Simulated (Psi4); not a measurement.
**UHSE06/aug-cc-pVDZ run of CH3OSi (SMILES O=C[SiH2])**

Aim: the vertical electron affinity of CH3OSi at UHSE06/aug-cc-pVDZ, from 2 runs. Input form: a QCSchema input.

Program for the calculation: Psi4 1.11.

1 further run of the same task is left out (set aside as unsound or not needed).

## (1) Starting point

CH3OSi: 6 atoms, total charge 0, spin state doublet. As SMILES, `O=C[SiH2]`. The coordinates come from a GFN2-xTB relaxation.

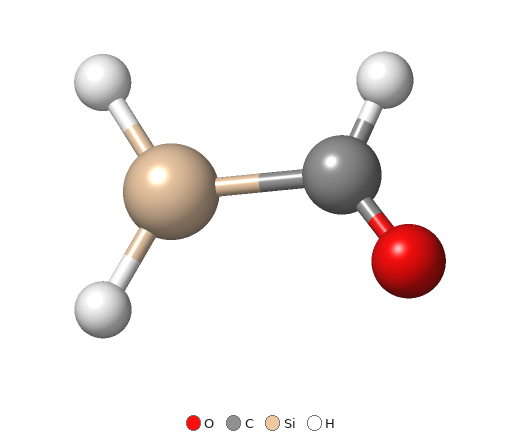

Viewed from a chosen angle; oxygen red, carbon grey, silicon light orange, hydrogen white.

## (2) Energy and gradient at UHSE06/aug-cc-pVDZ

input.json

```json
{
 "schema_name": "qcschema_input",
 "schema_version": 1,
 "molecule": {
  "schema_name": "qcschema_molecule",
  "schema_version": 2,
  "symbols": ["O", "C", "Si", "H", "H", "H"],
  "geometry": [-0.76628394, -3.16306138, 1.73036552, -0.45857984, -1.77522762, -0.1083191, 0.41481378, 1.59504223, 0.11189068, -0.71337161, -2.55685614, -2.03740822, 0.72246119, 3.03707334, -2.20230572, 0.80096042, 2.86304846, 2.50575794],
  "molecular_charge": 0,
  "molecular_multiplicity": 2,
  "fix_symmetry": "c1"
 },
 "driver": "gradient",
 "model": {
  "method": "hse06",
  "basis": "aug-cc-pVDZ"
 },
 "keywords": {
  "reference": "uks",
  "puream": true,
  "e_convergence": 1e-09,
  "d_convergence": 1e-08,
  "scf_type": "pk",
  "dft_radial_points": 99,
  "dft_spherical_points": 590,
  "maxiter": 200
 }
}
```

Run with:

```bash
$ psi4 --qcschema input.json -n 1 --memory 1600MB
```

stdout:

```text
[...]
  Running in c1 symmetry.
[...]
  Nuclear repulsion =   89.590700435700484
[...]
  Multiplicity = 2
[...]
  Nalpha       = 16
  Nbeta        = 15
[...]
    Number of basis functions: 100
[...]
   @UKS iter   1:  -404.05027762309732   -2.64410e-01   6.94606e-03 DIIS/ADIIS
[...]
   @UKS iter  15:  -404.33198800698068   -1.46656e-11   2.13094e-09 DIIS
[...]
   @S^2 Observed:                7.624159460E-01
[...]
    Orbital Energies [Eh]
    ---------------------
    Alpha Occupied:
       1A    -66.283481     2A    -19.222599     3A    -10.310766
       4A     -5.350041     5A     -3.688549     6A     -3.681581
       7A     -3.681249     8A     -1.066091     9A     -0.649916
      10A     -0.543145    11A     -0.464043    12A     -0.426539
      13A     -0.408225    14A     -0.383615    15A     -0.254794
      16A     -0.218089
    Alpha Virtual:
      17A     -0.058033    18A     -0.020455    19A     -0.010710
      20A      0.004516    21A      0.018181    22A      0.024584
      23A      0.025800    24A      0.035650    25A      0.061148
[...]
  @UKS Final Energy:  -404.33198800698068
   => Energetics <=
    Nuclear Repulsion Energy =             89.5907004357004837
    One-Electron Energy =                -735.1689209530993594
    Two-Electron Energy =                 268.7795844875097941
    DFT Exchange-Correlation Energy =     -27.5333519770915487
    Empirical Dispersion Energy =           0.0000000000000000
    VV10 Nonlocal Energy =                  0.0000000000000000
    Total Energy =                       -404.3319880069806800
[...]
 Multipole Moments:
 ------------------------------------------------------------------------------------
     Multipole            Electronic (a.u.)      Nuclear  (a.u.)        Total (a.u.)
 ------------------------------------------------------------------------------------
 L = 1.  Multiply by 2.5417464519 to convert [e a0] to [Debye]
 Dipole X            :         -0.3262272            0.5406274            0.2144002
 Dipole Y            :         -1.3746015            2.2775816            0.9029802
 Dipole Z            :          0.9083921           -1.5614253           -0.6530332
 Magnitude           :                                                    1.1348097
[...]
  -Total Gradient:
     Atom            X                  Y                   Z
    ------   -----------------  -----------------  -----------------
       1       -0.001469244705    -0.006177790644     0.005259872152
       2        0.003408996392     0.014044144994    -0.010687339371
       3        0.001225639241     0.004829254171     0.001595897332
       4        0.000234867865     0.000510348848     0.005292423358
       5       -0.001575706635    -0.007440875579     0.011947769429
       6       -0.001823116223    -0.005758734670    -0.013410369109
[...]
```

The result, in JSON:

```text
{
 "driver": "gradient",
 "model": {
  "method": "hse06",
  "basis": "aug-cc-pVDZ"
 },
 "success": true,
 "return_result": [-0.0014692447051511195, -0.006177790644180059, 0.0052598721520077385, 0.0034089963915615723, 0.014044144994104085, -0.010687339371025395, 0.001225639240926753, 0.004829254170737613, 0.0015958973322556108, 0.000234867865068919, 0.0005103488477620488, 0.005292423358094794, -0.0015757066353738053, -0.0074408755792639975, 0.01194776942949563, -0.0018231162227964857, -0.005758734670121654, -0.01341036910930024],
 "properties": {
  "calcinfo_nbasis": 100,
  "calcinfo_nmo": 100,
  "calcinfo_nalpha": 16,
  "calcinfo_nbeta": 15,
  "calcinfo_natom": 6,
  "nuclear_repulsion_energy": 89.59070043570048,
  "return_energy": -404.3319880069807,
  "return_gradient": [-0.0014692447051511195, -0.006177790644180059, 0.0052598721520077385, 0.0034089963915615723, 0.014044144994104085, -0.010687339371025395, 0.001225639240926753, 0.004829254170737613, 0.0015958973322556108, 0.000234867865068919, 0.0005103488477620488, 0.005292423358094794, -0.0015757066353738053, -0.0074408755792639975, 0.01194776942949563, -0.0018231162227964857, -0.005758734670121654, -0.01341036910930024],
  "scf_one_electron_energy": -735.1689209530994,
  "scf_two_electron_energy": 268.7795844875098,
  "scf_xc_energy": -27.53335197709155,
  "scf_dipole_moment": [0.2144002417129151, 0.9029801561208575, -0.6530332198396004],
  "scf_total_energy": -404.3319880069807,
  "scf_total_gradient": [-0.0014692447051511195, -0.006177790644180059, 0.0052598721520077385, 0.0034089963915615723, 0.014044144994104085, -0.010687339371025395, 0.001225639240926753, 0.004829254170737613, 0.0015958973322556108, 0.000234867865068919, 0.0005103488477620488, 0.005292423358094794, -0.0015757066353738053, -0.0074408755792639975, 0.01194776942949563, -0.0018231162227964857, -0.005758734670121654, -0.01341036910930024],
  "scf_iterations": 15
 }
}
```

It took 61 s on 1 thread of Intel Xeon 6975P-C (Granite Rapids), shared host; peak memory 0.9 GiB.

## (3) The singlet anion

job.json

```json
{
 "schema_name": "qcschema_input",
 "schema_version": 1,
 "molecule": {
  "schema_name": "qcschema_molecule",
  "schema_version": 2,
  "symbols": ["O", "C", "Si", "H", "H", "H"],
  "geometry": [-0.76628394, -3.16306138, 1.73036552, -0.45857984, -1.77522762, -0.1083191, 0.41481378, 1.59504223, 0.11189068, -0.71337161, -2.55685614, -2.03740822, 0.72246119, 3.03707334, -2.20230572, 0.80096042, 2.86304846, 2.50575794],
  "molecular_charge": -1,
  "molecular_multiplicity": 1,
  "fix_symmetry": "c1",
  "fix_com": true,
  "fix_orientation": true
 },
 "driver": "gradient",
 "model": {
  "method": "hse06",
  "basis": "aug-cc-pVDZ"
 },
 "keywords": {
  "puream": true,
  "e_convergence": 1e-09,
  "d_convergence": 1e-08,
  "scf_type": "pk",
  "dft_radial_points": 99,
  "dft_spherical_points": 590,
  "scf_properties": ["MAYER_INDICES", "QUADRUPOLE", "WIBERG_LOWDIN_INDICES"]
 }
}
```

Run with:

```bash
$ psi4 --qcschema job.json -n 1 --memory 1600MB
```

stdout:

```text
[...]
  Running in c1 symmetry.
[...]
  Nuclear repulsion =   89.590700435700484
[...]
  Multiplicity = 1
[...]
  Nalpha       = 16
  Nbeta        = 16
[...]
    Number of basis functions: 100
[...]
   @RKS iter   1:  -403.79618905304488   -1.03210e-02   9.84120e-03 ADIIS/DIIS
[...]
   @RKS iter  13:  -404.38249108361703   -1.67120e-11   2.69901e-09 DIIS
[...]
    Orbital Energies [Eh]
    ---------------------
    Doubly Occupied:
       1A    -66.037833     2A    -18.991434     3A    -10.097360
       4A     -5.104193     5A     -3.438400     6A     -3.437486
       7A     -3.436441     8A     -0.843083     9A     -0.425662
      10A     -0.320106    11A     -0.250609    12A     -0.207436
      13A     -0.182065    14A     -0.168989    15A     -0.038747
      16A      0.026877
[...]
  @RKS Final Energy:  -404.38249108361703
   => Energetics <=
    Nuclear Repulsion Energy =             89.5907004357004837
    One-Electron Energy =                -742.1785178978580007
    Two-Electron Energy =                 275.9158593531140582
    DFT Exchange-Correlation Energy =     -27.7105329745735318
    Empirical Dispersion Energy =           0.0000000000000000
    VV10 Nonlocal Energy =                  0.0000000000000000
    Total Energy =                       -404.3824910836170261
[...]
 Multipole Moments:
 ------------------------------------------------------------------------------------
     Multipole            Electronic (a.u.)      Nuclear  (a.u.)        Total (a.u.)
 ------------------------------------------------------------------------------------
 L = 1.  Multiply by 2.5417464519 to convert [e a0] to [Debye]
 Dipole X            :          2.3063831           -2.2643076            0.0420755
 Dipole Y            :         10.5334590          -10.2819999            0.2514591
 Dipole Z            :        -13.7604712           13.0255231           -0.7349481
 Magnitude           :                                                    0.7779144
 L = 2.  Multiply by 1.3450342976 to convert [e a0^2] to [Debye ang]
 Quadrupole XX       :        -38.4218384           10.0406749          -28.3811635
 Quadrupole XY       :        -40.5666166           39.8493083           -0.7173082
[...]
  -Total Gradient:
     Atom            X                  Y                   Z
    ------   -----------------  -----------------  -----------------
       1        0.005634471982     0.023898821049    -0.018174933193
       2       -0.006863341644    -0.027030398633    -0.000949313205
       3        0.005246282919     0.019829368499     0.009728005165
       4        0.000640873830     0.001571921935     0.010676453467
       5       -0.002233547449    -0.010337016541     0.014368338251
       6       -0.002422923050    -0.007924935574    -0.015654959442
[...]
```

The result, in JSON:

```text
{
 "driver": "gradient",
 "model": {
  "method": "hse06",
  "basis": "aug-cc-pVDZ"
 },
 "success": true,
 "return_result": [0.005634471982278462, 0.023898821048814245, -0.018174933193294662, -0.006863341644024169, -0.027030398632863023, -0.0009493132045180208, 0.005246282918601205, 0.0198293684988266, 0.009728005164554106, 0.0006408738298108486, 0.0015719219347049423, 0.010676453467128935, -0.002233547449291648, -0.010337016540744842, 0.014368338251243742, -0.0024229230496958035, -0.007924935574113418, -0.015654959441762123],
 "properties": {
  "calcinfo_nbasis": 100,
  "calcinfo_nmo": 100,
  "calcinfo_nalpha": 16,
  "calcinfo_nbeta": 16,
  "calcinfo_natom": 6,
  "nuclear_repulsion_energy": 89.59070043570048,
  "return_energy": -404.382491083617,
  "return_gradient": [0.005634471982278462, 0.023898821048814245, -0.018174933193294662, -0.006863341644024169, -0.027030398632863023, -0.0009493132045180208, 0.005246282918601205, 0.0198293684988266, 0.009728005164554106, 0.0006408738298108486, 0.0015719219347049423, 0.010676453467128935, -0.002233547449291648, -0.010337016540744842, 0.014368338251243742, -0.0024229230496958035, -0.007924935574113418, -0.015654959441762123],
  "scf_one_electron_energy": -742.178517897858,
  "scf_two_electron_energy": 275.91585935311406,
  "scf_xc_energy": -27.710532974573532,
  "scf_dipole_moment": [0.04207550368471491, 0.2514591173743046, -0.7349480980186236],
  "scf_total_energy": -404.382491083617,
  "scf_total_gradient": [0.005634471982278462, 0.023898821048814245, -0.018174933193294662, -0.006863341644024169, -0.027030398632863023, -0.0009493132045180208, 0.005246282918601205, 0.0198293684988266, 0.009728005164554106, 0.0006408738298108486, 0.0015719219347049423, 0.010676453467128935, -0.002233547449291648, -0.010337016540744842, 0.014368338251243742, -0.0024229230496958035, -0.007924935574113418, -0.015654959441762123],
  "scf_iterations": 13
 }
}
```

Run time: 45 s. Hardware: 1 thread of Intel Xeon 6975P-C (Granite Rapids), shared host; peak memory 0.9 GiB.

## (4) Outcome

Level: UHSE06/aug-cc-pVDZ.

| quantity | value |
| --- | --- |
| doublet CH3OSi: total energy | -404.33199 Eh |
| doublet CH3OSi: dipole moment | 2.88 D |
| doublet CH3OSi: HOMO energy (highest over α and β) | -5.93 eV |
| doublet CH3OSi: LUMO energy (lowest over α and β) | -3.55 eV |
| doublet CH3OSi: ⟨S²⟩ | 0.762 |
| doublet CH3OSi: largest force on an atom | 0.924 eV/Å |
| singlet anion: total energy | -404.38249 Eh |
| singlet anion: HOMO energy | 0.73 eV |
| singlet anion: LUMO energy | 3.02 eV |
| singlet anion: HOMO–LUMO gap (to an unbound level, set by the basis) | 2.28 eV |
| singlet anion: largest force on an atom | 1.571 eV/Å |
| vertical electron affinity (to the singlet anion) | 1.374 eV |

At fixed nuclei the extra electron is bound by 1.37 eV (32 kcal/mol). The largest force (doublet CH3OSi) is 0.92 eV/Å: the shape isn't a stationary point for this species at this level. The HOMO (singlet anion) lies at positive energy, 0.73 eV; only total energies tell whether the electron is bound.
